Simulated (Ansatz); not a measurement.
**How Ta(110) screens a field**

Where does the screening charge of Ta(110) sit?

Main program and level: Ansatz 0.2.0; plane-wave DFT, PBE, Ansatz PAW.

## (1) Set-up

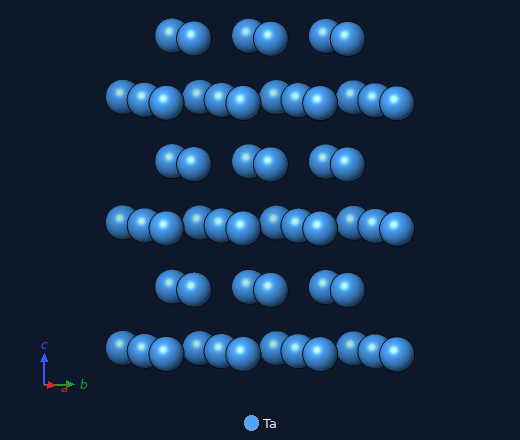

The starting structure, seen from the side, with the c axis up (tantalum blue). 2×3×1 cells are drawn. Some periodic images of atoms are drawn too.

The cell holds 6 atoms: 6 Ta. Cell: a = 2.867 Å, b = 2.867 Å, c = 29.703 Å, α = 90.0°, β = 90.0°, γ = 70.5°. Vacuum lies along c.

## (2) Single point, field 0

A sawtooth potential applies the field, turning back in the middle of the vacuum. With the dipole correction the typed value is the field outside the slab. The induced dipole is small, so the SCF threshold is tight.

input.yaml reads:

```yaml
crystal:
  lattice:
    - [2.3405234457, -1.655, 0.0]
    - [2.3405234457, 1.655, 0.0]
    - [0.0, 0.0, 29.7026172286]
  atoms:
    - { symbol: Ta, position: [0.0, 0.0, 0.3030036017] }
    - { symbol: Ta, position: [0.5, 0.5, 0.381802161] }
    - { symbol: Ta, position: [0.0, 0.0, 0.4606007203] }
    - { symbol: Ta, position: [0.5, 0.5, 0.5393992797] }
    - { symbol: Ta, position: [0.0, 0.0, 0.618197839] }
    - { symbol: Ta, position: [0.5, 0.5, 0.6969963983] }
kpoints:
  mp_grid: { grid: [18, 18, 1] }
hamiltonian:
  xc: pbe
scf:
  occupations: { method: fermi_dirac, width: 0.1 }
  convergence: { dr2_threshold: 1.0e-10 }
efield:
  axis: 3
  dipole_correction: true
  ramp_position: 0.97
  ramp_width: 0.06
  amplitude: 0
output:
  forces: true
  write_potential: true
  write_density: true
  volumetric_format: npy
```

Launch:

```bash
> ansatz run input.yaml --threads 2 --pin off --max-ram 3072MiB --backend cpu --events-out ev --progress --plain --runs-dir out
```

Numbers of over 12 decimals in the logs are rounded to 6 here.

Output:

```text
Engine: ansatz 0.2.0, aarch64-unknown-linux-gnu
Pseudopotentials: kind: paw
Pseudopotential: Ta, paw, valence charge 13, recommended cutoff 420 eV (normal), Ta.paw.azcp
Functional definition: PBE
  parameter kappa = 0.804
  parameter beta = 0.066725
  exchange = pbe_x(kappa = kappa, mu = beta*pi^2/3)
  correlation = pbe_c(beta = beta)
Crystal: 6 atoms, lattice volume = 230.110 Å³
Basis set: ecut = 420 eV, 4525 PW (Γ), exchange–correlation on 40×40×400 points (8 copies of the dense FFT grid, shifted against one another)
Bands: 47, of which v1, the nominal top of the filled ones, is band 39 counted from 1 (38 counted from 0)
Symmetry: 4 space group operations
k-points: 91 of 324
Non-local potential: Ta, projectors of the file, l = 0: 3, l = 1: 2, l = 2: 2, l = 3: 1
PAW form: soft (Blöchl's): semilocal exchange-correlation on the pseudo side does not see the compensation charge
PAW one-centre angular grid: Ta, 590 points (default); XC on 64 Gauss nodes
Initial density: superposition of atomic densities (neutral atoms: chi_scale 0, normalization atom), corrected by the library's trained network
Initial wavefunctions: pseudopotential atomic-orbital guess
Functional: x = pbe(κ = 0.804, μ = 0.219515), c = pbe(β = 0.066725)
SCF iter   1: F=—  HF=-59591.448324 eV  |F-HF|=—  |Δ(HF+E_count)|=         —  Δρ=9.69e-3  dr2=9.89e0  ethr=1.77e-3  p=0.000 e·Å  D=5.05e-14 V/Å  ΔV_dip=-0.00 eV  dr2_dipole=1.51e-7  V_vac-E_F(+/−)=5.12/5.12 eV  ⟨swp⟩=8.2  Hψ=20100  notcnv=0
efield: sawtooth ramp at fractional position 0.9700 (set: `efield.ramp_position`, or a place that a band, a saddle search or an elastic batch's reference lends), width 0.0600; the density the first Hamiltonian is built on has a dipole p = 0.000 e·Å; the dipole correction subtracts the counter field D = 5.05e-14 V/Å, which shifts the + side's vacuum level by -0.00 eV against the − side's; the planar-averaged density in the ramp window peaks in size at 1.3e-5 e/Å³
preconditioner: auto → LDOS  [metal: Δε(μ)=0.007 eV  Ē_g=3.870 eV  σ=0.100 eV  W_gap=0.02  n_scr=20 (ndim 8)  ℏωp=13.4 eV  f_vac=0.467  D(μ)=7.74/eV (n_scr^D=50)  β→1.0]
SCF iter   2: F=—  HF=-59591.301744 eV  |F-HF|=—  |Δ(HF+E_count)|=   1.47e-1  Δρ=1.73e-3  dr2=6.59e-3  ethr=1.77e-3  p=-0.000 e·Å  D=-1.37e-5 V/Å  ΔV_dip=0.00 eV  dr2_dipole=4.30e-8  V_vac-E_F(+/−)=4.79/4.79 eV  ⟨swp⟩=3.2  Hψ=5459  notcnv=0  defer=2
SCF iter   3: F=—  HF=-59591.303729 eV  |F-HF|=—  |Δ(HF+E_count)|=   1.99e-3  Δρ=5.74e-4  dr2=3.56e-3  ethr=8.44e-6  p=-0.000 e·Å  D=-1.45e-6 V/Å  ΔV_dip=0.00 eV  dr2_dipole=7.77e-9  V_vac-E_F(+/−)=4.79/4.79 eV  ⟨swp⟩=3.1  Hψ=8784  notcnv=0  defer=3
SCF iter   4: F=—  HF=-59591.303547 eV  |F-HF|=—  |Δ(HF+E_count)|=   1.82e-4  Δρ=1.76e-4  dr2=2.12e-4  ethr=4.56e-6  p=-0.000 e·Å  D=-2.00e-6 V/Å  ΔV_dip=0.00 eV  dr2_dipole=2.39e-10  V_vac-E_F(+/−)=4.78/4.78 eV  ⟨swp⟩=2.6  Hψ=7625  notcnv=0  defer=3
SCF iter   5: F=—  HF=-59591.303542 eV  |F-HF|=—  |Δ(HF+E_count)|=   4.75e-6  Δρ=4.60e-5  dr2=5.99e-6  ethr=2.72e-7  p=-0.000 e·Å  D=-1.01e-6 V/Å  ΔV_dip=0.00 eV  dr2_dipole=1.08e-12  V_vac-E_F(+/−)=4.78/4.78 eV  ⟨swp⟩=2.8  Hψ=8370  notcnv=0  defer=3
SCF iter   6: F=—  HF=-59591.303209 eV  |F-HF|=—  |Δ(HF+E_count)|=   3.33e-4  Δρ=1.56e-5  dr2=7.72e-7  ethr=7.68e-9  p=-0.000 e·Å  D=-4.84e-7 V/Å  ΔV_dip=0.00 eV  dr2_dipole=1.10e-11  V_vac-E_F(+/−)=4.78/4.78 eV  ⟨swp⟩=2.3  Hψ=7265  notcnv=0  defer=2
SCF iter   7: F=—  HF=-59591.303209 eV  |F-HF|=—  |Δ(HF+E_count)|=   5.24e-7  Δρ=4.43e-6  dr2=6.44e-8  ethr=9.90e-10  p=-0.000 e·Å  D=-1.84e-7 V/Å  ΔV_dip=0.00 eV  dr2_dipole=2.32e-13  V_vac-E_F(+/−)=4.78/4.78 eV  ⟨swp⟩=2.8  Hψ=8431  notcnv=0  defer=2
SCF iter   8: F=—  HF=-59591.303209 eV  |F-HF|=—  |Δ(HF+E_count)|=   4.50e-8  Δρ=1.36e-6  dr2=1.15e-8  ethr=8.25e-11  p=-0.000 e·Å  D=-8.48e-8 V/Å  ΔV_dip=0.00 eV  dr2_dipole=9.22e-16  V_vac-E_F(+/−)=4.78/4.78 eV  ⟨swp⟩=2.5  Hψ=7456  notcnv=0  defer=2
SCF iter   9: F=—  HF=-59591.303209 eV  |F-HF|=—  |Δ(HF+E_count)|=   1.40e-8  Δρ=4.45e-7  dr2=7.93e-10  ethr=1.48e-11  p=-0.000 e·Å  D=-3.64e-8 V/Å  ΔV_dip=0.00 eV  dr2_dipole=2.06e-13  V_vac-E_F(+/−)=4.78/4.78 eV  ⟨swp⟩=2.3  Hψ=6075  notcnv=0  defer=2
SCF iter  10: F=-59591.303209 eV  HF=-59591.303209 eV  |F-HF|=4.66e-10  |Δ(HF+E_count)|=   1.93e-9  Δρ=1.23e-7  dr2=4.00e-11  ethr=1.00e-12  p=-0.000 e·Å  D=-1.20e-8 V/Å  ΔV_dip=0.00 eV  dr2_dipole=1.29e-14  V_vac-E_F(+/−)=4.78/4.78 eV  ⟨swp⟩=14.4  Hψ=29483  notcnv=0
SCF 1 converged in 10 iterations: F = -59591.303209 eV  dr2 = 4.00e-11
  greatest PAW one-centre occupation: 0.999 electrons in one spin orbital (limit 2), on the Ta atom at site 2 (counted from 0), in its partial waves of l = 0
WARN: The output density's exchange-correlation potential varies sharply where the density is thin. Do not read a vacuum level from v_tot or v_xc, or from such a field of the output density. On a cell that repeats whose density bears no net charge and no dipole along the vacuum's axis use v_es (v_loc + v_h of the components); under efield.dipole_correction with no amplitude use v_es + v_field, which holds any externa [...]
SCF converged after 10 iterations
Free energy (F): -59591.303209 eV
Harris-Foulkes:  -59591.303209 eV  (|F-HF|=4.66e-10)
Internal energy: -59591.033487 eV  (E = F + TS)
E sigma→0 (E₀):  -59591.168348 eV
Entropy (-TS):   -0.269723 eV (-44.954 meV/atom)
Fermi energy:    6.391458 eV
Dipole field:    D = -0.000000 V/Å  (p = -0.000000 e·Å, saw-weighted, corrected)
Work function:   Φ+ = 4.7792 eV   Φ− = 4.7792 eV
Levels:          The Fermi level and band energies are counted from a zero that moves with the ramp; work functions are not
--- Per-component energies (eV) ---
  E_band       = -1583.043442
  E_kinetic    = 2188.334753
  E_local      = -102571.861241  (includes V_loc(G=0)·N_el)
  E_nonlocal   = 88.853563
  E_hartree    = 50303.417211
  E_xc         = -1306.512114
  E_vxc        = -1218.617342  (∫ρ·V_xc dr)
  E_paw        = -50378.958198  (= ΣΔE_a)
  E_vpaw       = -676.587659  (= ΣTr[D̂ρ^β])
  E_aug_tail   = 0.000826  (compensation charges beyond the density's cutoff)
  E_efield     = 0.000000  (sawtooth field / dipole correction)
  E_vefield    = 0.000000  (∫n·V_field dr)
  E_ewald      = 42085.691713
  E_smearing   = -0.269723  (= −TS)
  E_closure    = 0.000000  (closes the sum)
  Σ components = -59591.303209   (vs F -59591.303209, Δ=0.00e0)
--- Forces (eV/Å), atoms counted from 1 ---
  atom   1  Ta    -0.00000000    -0.00000000     0.40620479
  atom   2  Ta     0.00000000     0.00000000    -0.42082207
  atom   3  Ta     0.00000000    -0.00000000    -0.08068443
  atom   4  Ta    -0.00000000     0.00000000     0.08068451
  atom   5  Ta    -0.00000000    -0.00000000     0.42082191
  atom   6  Ta     0.00000000     0.00000000    -0.40620463
  max |Σ_I F_I| component: 8.25e-8 eV/Å
--- Band table (eV; the first three rows and the last of 91) ---
  k-point 0: bands = [... 35 lower, 6.0691, 6.4541, 6.4902, 6.7233, 6.9361, 6.9783, 7.0271, 7.3172, ... 4 higher]
  k-point 1: bands = [... 35 lower, 6.0561, 6.3588, 6.4900, 6.6692, 6.8657, 6.9128, 7.0529, 7.3405, ... 4 higher]
  k-point 2: bands = [... 35 lower, 6.0370, 6.1398, 6.4016, 6.5876, 6.6170, 6.7569, 7.0908, 7.2457, ... 4 higher]
  k-point 90: bands = [... 35 lower, 5.7352, 6.5936, 6.8620, 8.0939, 8.2631, 8.3719, 8.5036, 8.6389, ... 4 higher]
```

Run time: 70 s. Hardware: 2 threads of Arm Neoverse V2, shared host; peak memory 0.86 GiB.

This step gave:

| Item | Value |
| --- | --- |
| energy at zero smearing | -59591.1683 eV |
| work function, upper face | 4.779 eV |
| dipole along the normal | -1.96e-7 e·Å |

Running mean over 2.341 Å of the planar mean; the ramp of the sawtooth is left out. Electron's electrostatic potential energy less the Fermi level against z:

| z (Å) | electron's electrostatic potential energy less the Fermi level (eV) |
| --- | --- |
| 5.0 | 4.76 |
| 7.5 | -0.274 |
| 10.0 | -10.0 |
| 12.5 | -9.99 |
| 15.0 | -9.97 |
| 17.5 | -10.00 |
| 20.0 | -10.1 |
| 22.5 | 1.92 |
| 25.0 | 4.77 |

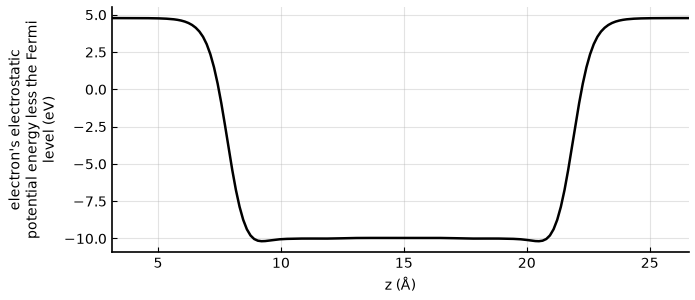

Electron's electrostatic potential energy less the Fermi level against z.

Force by atom:

| atom | x (eV/Å) | y (eV/Å) | z (eV/Å) | size |
| --- | --- | --- | --- | --- |
| Ta1 | 0.000 | 0.000 | 0.406 | 0.406 |
| Ta2 | 0.000 | 0.000 | -0.421 | 0.421 |
| Ta3 | 0.000 | 0.000 | -0.081 | 0.081 |
| Ta4 | 0.000 | 0.000 | 0.081 | 0.081 |
| Ta5 | 0.000 | 0.000 | 0.421 | 0.421 |
| Ta6 | 0.000 | 0.000 | -0.406 | 0.406 |

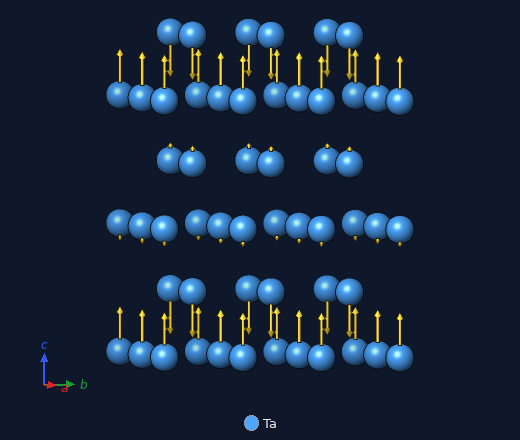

Force as arrows, the longest 0.421 eV/Å. 2×3×1 cells are drawn. Some periodic images of atoms are drawn too.

The work function of the upper face is 4.78 eV.

## (3) Single point, field 0.05 V/Å

Edit input.yaml of step 2 so:

```diff
@@ -24,3 +24,3 @@
   ramp_width: 0.06
-  amplitude: 0
+  amplitude: 0.05
 output:
```

Output:

```text
[...]
Crystal: 6 atoms, lattice volume = 230.110 Å³
Basis set: ecut = 420 eV, 4525 PW (Γ), exchange–correlation on 40×40×400 points (8 copies of the dense FFT grid, shifted against one another)
Bands: 47, of which v1, the nominal top of the filled ones, is band 39 counted from 1 (38 counted from 0)
Symmetry: 4 space group operations
k-points: 91 of 324
[...]
k-point 0: bands = [... 35 lower, 6.0693, 6.4540, 6.4901, 6.7231, 6.9359, 6.9782, 7.0270, 7.3170, ... 4 higher]
  k-point 1: bands = [... 35 lower, 6.0562, 6.3587, 6.4898, 6.6691, 6.8656, 6.9126, 7.0528, 7.3404, ... 4 higher]
  k-point 2: bands = [... 35 lower, 6.0369, 6.1397, 6.4014, 6.5874, 6.6168, 6.7568, 7.0907, 7.2456, ... 4 higher]
  k-point 90: bands = [... 35 lower, 5.7351, 6.5935, 6.8618, 8.0938, 8.2629, 8.3718, 8.5034, 8.6387, ... 4 higher]
[key lines of the parts left out:]
SCF converged after 13 iterations
Free energy (F): -59591.304066 eV
Fermi energy:    6.391318 eV
Dipole field:    D = 0.026958 V/Å  (p = 0.034281 e·Å, saw-weighted, corrected)
```

Wall time 90 s (2 threads); peak memory 0.85 GiB.

The dipole is 0.0343 e·Å.

## (4) Single point, field -0.05 V/Å

Edit input.yaml of step 3 so:

```diff
@@ -24,3 +24,3 @@
   ramp_width: 0.06
-  amplitude: 0.05
+  amplitude: -0.05
 output:
```

Output:

```text
[...]
Crystal: 6 atoms, lattice volume = 230.110 Å³
Basis set: ecut = 420 eV, 4525 PW (Γ), exchange–correlation on 40×40×400 points (8 copies of the dense FFT grid, shifted against one another)
Bands: 47, of which v1, the nominal top of the filled ones, is band 39 counted from 1 (38 counted from 0)
Symmetry: 4 space group operations
k-points: 91 of 324
[...]
k-point 0: bands = [... 35 lower, 6.0693, 6.4540, 6.4901, 6.7231, 6.9359, 6.9782, 7.0270, 7.3170, ... 4 higher]
  k-point 1: bands = [... 35 lower, 6.0562, 6.3587, 6.4898, 6.6691, 6.8656, 6.9126, 7.0528, 7.3404, ... 4 higher]
  k-point 2: bands = [... 35 lower, 6.0369, 6.1397, 6.4014, 6.5874, 6.6168, 6.7568, 7.0907, 7.2456, ... 4 higher]
  k-point 90: bands = [... 35 lower, 5.7351, 6.5935, 6.8618, 8.0938, 8.2629, 8.3718, 8.5034, 8.6387, ... 4 higher]
[key lines of the parts left out:]
SCF converged after 13 iterations
Free energy (F): -59591.304066 eV
Fermi energy:    6.391318 eV
Dipole field:    D = -0.026958 V/Å  (p = -0.034281 e·Å, saw-weighted, corrected)
```

Elapsed: 91 s, on 2 threads; peak memory 0.85 GiB; 3 min of CPU time.

The dipole is -0.0343 e·Å.

## (5) Atoms held, field 0.1 V/Å

Edit input.yaml of step 4 so:

```diff
@@ -24,3 +24,3 @@
   ramp_width: 0.06
-  amplitude: -0.05
+  amplitude: 0.1
 output:
```

Output:

```text
[...]
Crystal: 6 atoms, lattice volume = 230.110 Å³
Basis set: ecut = 420 eV, 4525 PW (Γ), exchange–correlation on 40×40×400 points (8 copies of the dense FFT grid, shifted against one another)
Bands: 47, of which v1, the nominal top of the filled ones, is band 39 counted from 1 (38 counted from 0)
Symmetry: 4 space group operations
k-points: 91 of 324
[...]
k-point 0: bands = [... 35 lower, 6.0698, 6.4536, 6.4896, 6.7227, 6.9355, 6.9778, 7.0266, 7.3166, ... 4 higher]
  k-point 1: bands = [... 35 lower, 6.0563, 6.3583, 6.4894, 6.6687, 6.8651, 6.9122, 7.0524, 7.3400, ... 4 higher]
  k-point 2: bands = [... 35 lower, 6.0365, 6.1393, 6.4010, 6.5870, 6.6164, 6.7564, 7.0903, 7.2452, ... 4 higher]
  k-point 90: bands = [... 35 lower, 5.7347, 6.5931, 6.8614, 8.0933, 8.2625, 8.3713, 8.5030, 8.6383, ... 4 higher]
[key lines of the parts left out:]
SCF converged after 13 iterations
Free energy (F): -59591.306637 eV
Fermi energy:    6.390906 eV
Dipole field:    D = 0.053916 V/Å  (p = 0.068563 e·Å, saw-weighted, corrected)
```

The job ended after 92 s (2 threads; peak memory 0.85 GiB).

The dipole is 0.0686 e·Å.

## (6) Atoms held, field -0.1 V/Å

Edit input.yaml of step 5 so:

```diff
@@ -24,3 +24,3 @@
   ramp_width: 0.06
-  amplitude: 0.1
+  amplitude: -0.1
 output:
```

Output:

```text
[...]
Crystal: 6 atoms, lattice volume = 230.110 Å³
Basis set: ecut = 420 eV, 4525 PW (Γ), exchange–correlation on 40×40×400 points (8 copies of the dense FFT grid, shifted against one another)
Bands: 47, of which v1, the nominal top of the filled ones, is band 39 counted from 1 (38 counted from 0)
Symmetry: 4 space group operations
k-points: 91 of 324
[...]
k-point 0: bands = [... 35 lower, 6.0698, 6.4536, 6.4896, 6.7227, 6.9355, 6.9778, 7.0266, 7.3166, ... 4 higher]
  k-point 1: bands = [... 35 lower, 6.0563, 6.3583, 6.4894, 6.6687, 6.8651, 6.9122, 7.0524, 7.3400, ... 4 higher]
  k-point 2: bands = [... 35 lower, 6.0365, 6.1393, 6.4010, 6.5870, 6.6164, 6.7564, 7.0903, 7.2452, ... 4 higher]
  k-point 90: bands = [... 35 lower, 5.7347, 6.5931, 6.8614, 8.0933, 8.2625, 8.3713, 8.5030, 8.6383, ... 4 higher]
[key lines of the parts left out:]
SCF converged after 13 iterations
Free energy (F): -59591.306637 eV
Fermi energy:    6.390906 eV
Dipole field:    D = -0.053916 V/Å  (p = -0.068563 e·Å, saw-weighted, corrected)
```

It took 91 s on 2 threads; peak memory 0.85 GiB; 3 min of CPU time.

The dipole is -0.0686 e·Å.

## (7) Single point, field 0.2 V/Å

Edit input.yaml of step 6 so:

```diff
@@ -24,3 +24,3 @@
   ramp_width: 0.06
-  amplitude: -0.1
+  amplitude: 0.2
 output:
```

Output:

```text
[...]
Crystal: 6 atoms, lattice volume = 230.110 Å³
Basis set: ecut = 420 eV, 4525 PW (Γ), exchange–correlation on 40×40×400 points (8 copies of the dense FFT grid, shifted against one another)
Bands: 47, of which v1, the nominal top of the filled ones, is band 39 counted from 1 (38 counted from 0)
Symmetry: 4 space group operations
k-points: 91 of 324
[...]
k-point 0: bands = [... 35 lower, 6.0719, 6.4519, 6.4880, 6.7212, 6.9339, 6.9760, 7.0250, 7.3150, ... 4 higher]
  k-point 1: bands = [... 35 lower, 6.0569, 6.3566, 6.4878, 6.6672, 6.8634, 6.9106, 7.0508, 7.3382, ... 4 higher]
  k-point 2: bands = [... 35 lower, 6.0349, 6.1376, 6.3994, 6.5853, 6.6147, 6.7548, 7.0887, 7.2435, ... 4 higher]
  k-point 90: bands = [... 35 lower, 5.7330, 6.5914, 6.8597, 8.0917, 8.2608, 8.3696, 8.5014, 8.6367, ... 4 higher]
[key lines of the parts left out:]
SCF converged after 13 iterations
Free energy (F): -59591.316922 eV
Fermi energy:    6.389253 eV
Dipole field:    D = 0.107844 V/Å  (p = 0.137141 e·Å, saw-weighted, corrected)
```

Run time: 92 s. Hardware: 2 threads; peak memory 0.85 GiB.

The dipole is 0.137 e·Å.

## (8) Single point, field -0.2 V/Å

Edit input.yaml of step 7 so:

```diff
@@ -24,3 +24,3 @@
   ramp_width: 0.06
-  amplitude: 0.2
+  amplitude: -0.2
 output:
```

Output:

```text
[...]
Crystal: 6 atoms, lattice volume = 230.110 Å³
Basis set: ecut = 420 eV, 4525 PW (Γ), exchange–correlation on 40×40×400 points (8 copies of the dense FFT grid, shifted against one another)
Bands: 47, of which v1, the nominal top of the filled ones, is band 39 counted from 1 (38 counted from 0)
Symmetry: 4 space group operations
k-points: 91 of 324
[...]
k-point 0: bands = [... 35 lower, 6.0719, 6.4519, 6.4880, 6.7212, 6.9339, 6.9760, 7.0250, 7.3150, ... 4 higher]
  k-point 1: bands = [... 35 lower, 6.0569, 6.3566, 6.4878, 6.6672, 6.8634, 6.9106, 7.0508, 7.3382, ... 4 higher]
  k-point 2: bands = [... 35 lower, 6.0349, 6.1376, 6.3994, 6.5853, 6.6147, 6.7548, 7.0887, 7.2435, ... 4 higher]
  k-point 90: bands = [... 35 lower, 5.7330, 6.5914, 6.8597, 8.0917, 8.2608, 8.3696, 8.5014, 8.6367, ... 4 higher]
[key lines of the parts left out:]
SCF converged after 13 iterations
Free energy (F): -59591.316922 eV
Fermi energy:    6.389253 eV
Dipole field:    D = -0.107844 V/Å  (p = -0.137142 e·Å, saw-weighted, corrected)
```

Run time: 91 s. Hardware: 2 threads; peak memory 0.85 GiB; 3 min of CPU time.

The dipole is -0.137 e·Å.

## (9) Atoms held, field 0.4 V/Å

Edit input.yaml of step 8 so:

```diff
@@ -24,3 +24,3 @@
   ramp_width: 0.06
-  amplitude: -0.2
+  amplitude: 0.4
 output:
@@ -30 +30,2 @@
   volumetric_format: npy
+  elf: true
```

Output:

```text
[...]
Crystal: 6 atoms, lattice volume = 230.110 Å³
Basis set: ecut = 420 eV, 4525 PW (Γ), exchange–correlation on 40×40×400 points (8 copies of the dense FFT grid, shifted against one another)
Bands: 47, of which v1, the nominal top of the filled ones, is band 39 counted from 1 (38 counted from 0)
Symmetry: 4 space group operations
k-points: 91 of 324
[...]
k-point 0: bands = [... 35 lower, 6.0780, 6.4451, 6.4811, 6.7149, 6.9271, 6.9690, 7.0185, 7.3082, ... 4 higher]
  k-point 1: bands = [... 35 lower, 6.0583, 6.3498, 6.4809, 6.6608, 6.8564, 6.9040, 7.0443, 7.3312, ... 4 higher]
  k-point 2: bands = [... 35 lower, 6.0284, 6.1308, 6.3927, 6.5783, 6.6079, 6.7482, 7.0823, 7.2366, ... 4 higher]
  k-point 90: bands = [... 35 lower, 5.7261, 6.5847, 6.8528, 8.0848, 8.2541, 8.3628, 8.4947, 8.6301, ... 4 higher]
[key lines of the parts left out:]
SCF converged after 15 iterations
Free energy (F): -59591.358075 eV
Fermi energy:    6.382516 eV
Dipole field:    D = 0.215801 V/Å  (p = 0.274427 e·Å, saw-weighted, corrected)
```

Wall time 1.7 min (2 threads); peak memory 0.85 GiB.

Running mean over 2.341 Å of the planar mean, with the applied field; the ramp of the sawtooth is left out. The electron's electrostatic potential energy less the Fermi level by z:

| z (Å) | electron's electrostatic potential energy less the Fermi level (eV) |
| --- | --- |
| 5.0 | 4.04 |
| 7.5 | -0.307 |
| 10.0 | -10.0 |
| 12.5 | -9.99 |
| 15.0 | -9.97 |
| 17.5 | -10.00 |
| 20.0 | -10.1 |
| 22.5 | 2.00 |
| 25.0 | 5.65 |

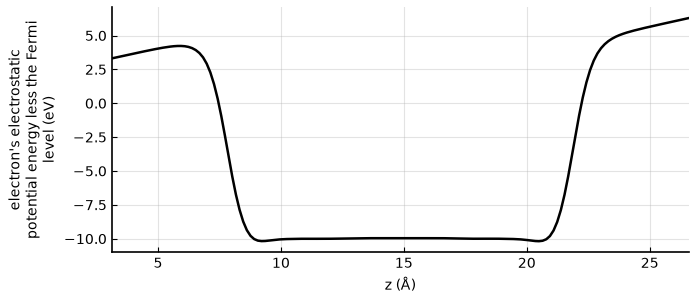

Electron's electrostatic potential energy less the Fermi level, plotted against z.

The dipole is 0.274 e·Å.

(Continued in part 2 of 2.)

[Logs are printed without paths, hosts, clocks, repeated set-up lines and the standing remarks that a program may print on its own settings, such as how far it seeks lower states.]

[Hosts, paths, dates, database ids (printed as entryN), source tags and the programs' standing remarks are cut or masked in the printed files.]

[Maps of the electrostatic potential energy from Ansatz leave out the sawtooth potential of an applied field or a dipole correction, so their vacuum need not be flat; planar profiles and work functions include it.]
